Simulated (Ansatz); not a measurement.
# P: thickness series

Base system: P in the black-P type structure (space group Cmce, No. 64; layered, stacked along the Cartesian y axis).

```cif
data_P4
_chemical_formula_sum 'P4'
_space_group_name_H-M_alt 'P 1'
_space_group_IT_number 1
_cell_length_a 5.59456
_cell_length_b 5.59456
_cell_length_c 4.46666
_cell_angle_alpha 90.000
_cell_angle_beta 90.000
_cell_angle_gamma 145.670
loop_
_space_group_symop_operation_xyz
  'x, y, z'
loop_
_atom_site_label
_atom_site_type_symbol
_atom_site_fract_x
_atom_site_fract_y
_atom_site_fract_z
_atom_site_occupancy
P1 P 0.40092 0.59908 0.58510 1
P2 P 0.59908 0.40092 0.41490 1
P3 P 0.90092 0.09908 0.91490 1
P4 P 0.09908 0.90092 0.08510 1
```

Free-standing slabs (4 atom(s) a layer) normal to the stacking axis with 15 Å of vacuum; in-plane cell relaxed.

All numbers come from r2SCAN+rVV10 (Ansatz, a quantum-chemistry and plane-wave program, PAW, no spin-orbit coupling).

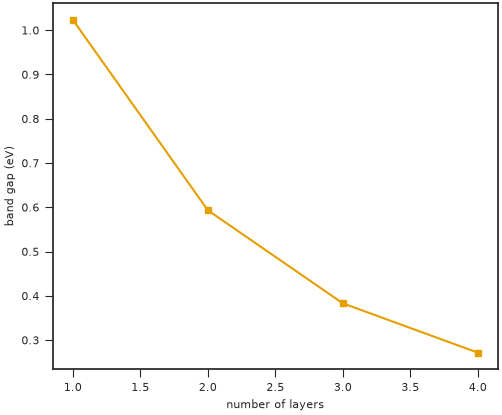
*Band gap against number of layers*

**Question.** From the plot, what is the band gap for 4 layers?

**Answer.** About 0.27 eV.

**Question.** Is the trend monotonic over the range shown?

**Answer.** Yes, it falls throughout, spanning 0.27 eV to 1.02 eV.

Whether these cells are dynamically stable was not tested. A zero or small gap of P can be the functional's error rather than a property of the material.
